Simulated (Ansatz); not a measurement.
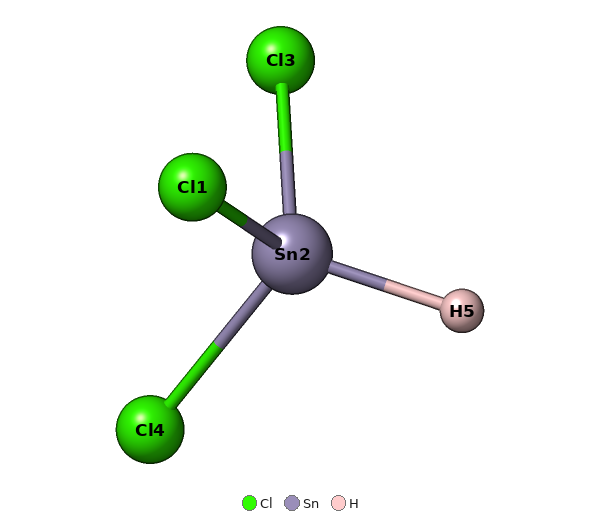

Sticks follow a distance rule. Harmonic vibrations computed with RKS PBE0-D4/def2-TZVP, core potentials on Sn (Ansatz 0.2.0) at a stationary point of the same level.

Minimum or transition state?

Answer. A minimum: no imaginary frequency, and the lowest mode lies at 109 cm⁻¹.

List the wavenumbers.

Answer. 9 modes: 109, 109, 131, 380, 393, 393, 555, 555, 2002 cm⁻¹.
